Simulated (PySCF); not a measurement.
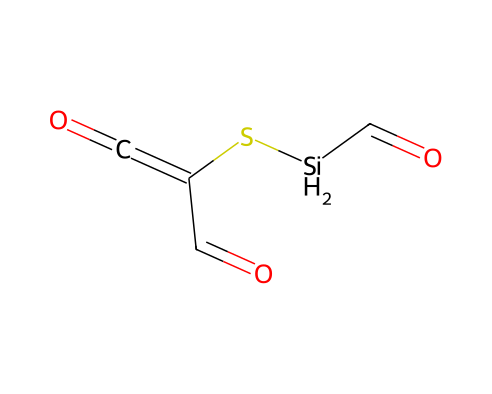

The picture comes from a calculation with PySCF.

A structural formula.

**Give its SMILES.**

O=C=C(C=O)S[SiH2]C=O

**What is the molecular formula?**

C4H4O3SSi.

**An optimisation with GFN2-xTB gave a structure of which point group?**

C1. Other conformers may differ.
